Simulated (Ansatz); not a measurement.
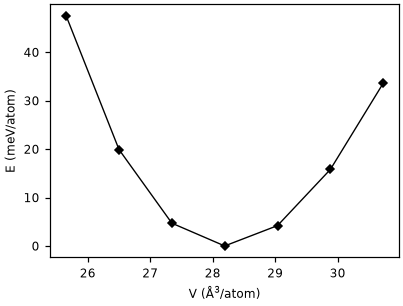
*InAs (zinc blende, space group No. 216) under volume change, DFT-PBEsol in the program Ansatz with PAW potentials, scaled uniformly.*

Problem. What does a third-order Birch–Murnaghan fit give for V₀, B₀ and B′?

Solution. V₀ = 28.19 Å³/atom, B₀ = 55.6 GPa, B′ = 4.7.

Space group F-43m (zinc blende). The cell was relaxed with PBEsol under the symmetry of its start.

Potentials: the later of the program's two PAW sets.
